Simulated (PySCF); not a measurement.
**C$_{5}$H$_{11}$BSi (SMILES CB1C=C(C)C[SiH2]1): density, localisation and related maps**

The calculation's input:

```
{"job": {"kind": "uv", "xc": "wB97X-D", "basis": "def2-SVPD", "nstates": 8, "ntriplets": 3}, "charge": 0, "multiplicity": 1}
C      2.749121     0.886054     0.110320
B      1.325797     0.209439     0.130884
C      0.014713     0.967049    -0.101229
C     -1.121293     0.240099    -0.142710
C     -2.476670     0.830086    -0.358115
C     -1.044534    -1.246364     0.008767
Si     0.794188    -1.657611     0.401299
H      3.243839     0.774884     1.075994
H      3.404856     0.397497    -0.611036
H      2.733563     1.948601    -0.126793
H     -0.061444     2.041431    -0.235477
H     -2.899439     0.457204    -1.291987
H     -2.439724     1.916516    -0.401118
H     -3.150934     0.530006     0.444239
H     -1.749713    -1.573676     0.774683
H     -1.379185    -1.711615    -0.920585
H      0.825167    -2.269336     1.743564
H      1.222932    -2.733948    -0.512355
```

Command:

```sh
OMP_NUM_THREADS=1 python probes_run.py task.json out
```

Geometry: GFN2-xTB.

Computed with wB97X-D/def2-SVPD, SCF density, gas phase in PySCF.

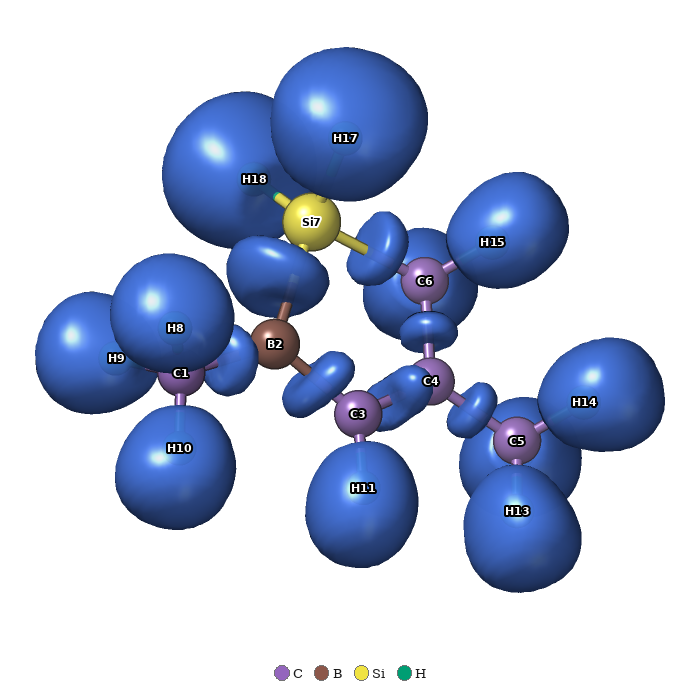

Figure 1. Isosurface of the electron localisation function at 0.85 (blue), seen at a tilt. Only the valence region is drawn (cores and ρ < 0.01 e/Å³ removed).

**Describe the localisation domains.**

At this value the surface marks out two regions between bonded B–C atoms (shared pairs), one region between bonded B–Si atoms (shared pairs), three regions between bonded C–C atoms (shared pairs), one region between bonded C–Si atoms (shared pairs) and eleven regions around hydrogen nuclei. Profiles from the grid: C–C (1.35 Å): the ELF peaks at about 0.95 between the atoms (localised, covalent bonding). C–B (1.53 Å): the ELF peaks at about 0.95 between the atoms, as expected for a covalent bond.

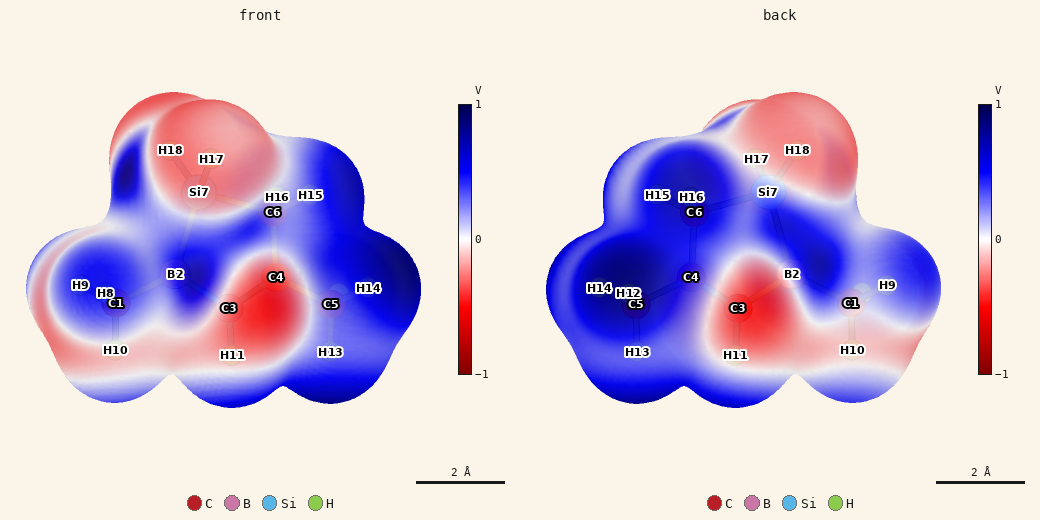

Figure 2. The electrostatic potential painted on the density surface at 0.002 e/bohr³, seen from the front and from behind; red is negative and blue positive.

**Which sites attract a positive test charge, and which a negative one?**

A positive charge is drawn to the negative regions and a negative charge to the positive ones. The most negative region (about −0.5 V, or −12 kcal/mol for a unit charge) lies over the π face of C3, the most positive (about +0.9 V, or +21 kcal/mol for a unit charge) over H12 and H14.

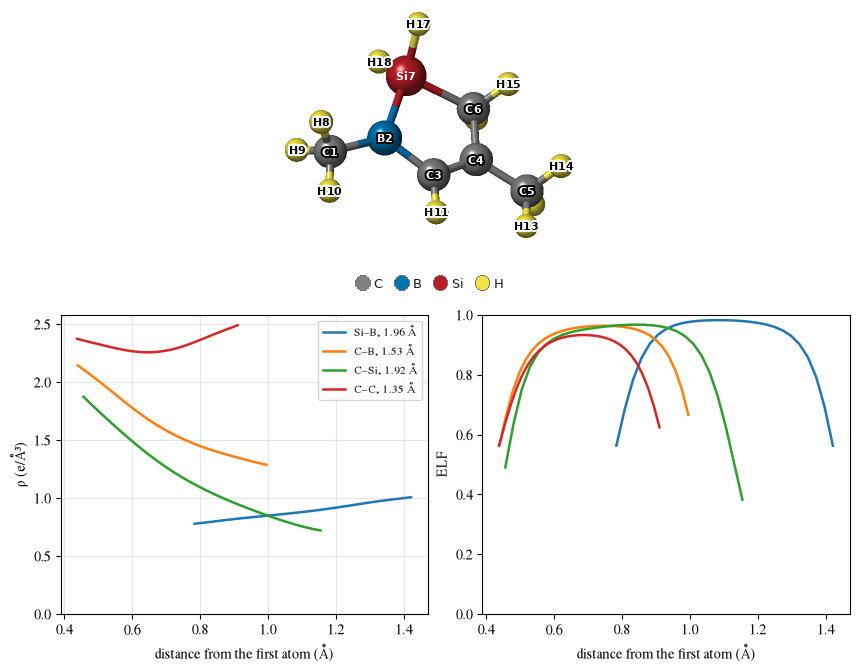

Figure 3. Total electron density and electron localisation function along straight lines between neighbouring atoms. The curves leave out the atomic cores. The structure is drawn too.

**What can be read from the curves?**

Si–B (1.96 Å): ρ at the midpoint is about 0.84 e/Å³; the ELF peaks at about 1 between the atoms (localised, covalent bonding).
C–B (1.53 Å): ρ at the midpoint is about 1.5 e/Å³; the ELF peaks at about 0.95 between the atoms: a covalent bond.
C–Si (1.92 Å): the density is about 0.89 e/Å³ at the midpoint; the ELF peaks at about 0.95 between the atoms; localised, covalent bonding.
C–C (1.35 Å): ρ is about 2.3 e/Å³ halfway; the ELF peaks at about 0.95 between the atoms (a covalent bond).
